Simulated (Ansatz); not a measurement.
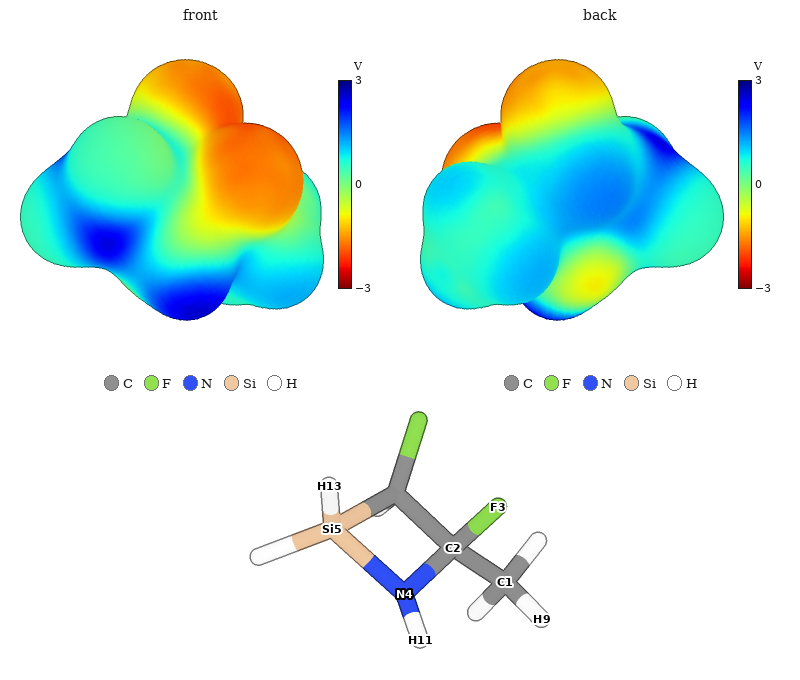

*C3H7F2NSi (SMILES CC1(F)N[SiH2]C1F). The molecular electrostatic potential painted on the density surface at 0.004 e/bohr³, seen from the front and from behind; the colour scale runs from red (negative) to blue (positive). The bare structure is drawn below in the same view.*

Level of theory: RKS B3LYP-D4/6-31G (Ansatz).

```xyz
14

C     0.5003   -1.7512    0.4660
C    -0.0707   -0.3534    0.3933
F    -0.5605   -0.0546    1.7521
N    -1.0873   -0.0963   -0.5797
Si   -0.7086    1.6512   -0.8382
C     0.8567    0.8419    0.0066
F     1.5052    1.4662    1.1051
H     1.2818   -1.7936    1.2292
H    -0.2836   -2.4652    0.7388
H     0.9215   -2.0398   -0.5012
H    -1.8764   -0.7089   -0.7144
H    -0.6464    2.0727   -2.2782
H    -1.4683    2.6689   -0.0412
H     1.6234    0.5331   -0.7096
```

Question: Where is the surface potential most negative and most positive?

Answer: The most negative region (about −2.0 V, or −46 kcal/mol for a unit charge) lies over F3, the most positive (about +2.5 V, or +58 kcal/mol for a unit charge) over Si5 and H11.
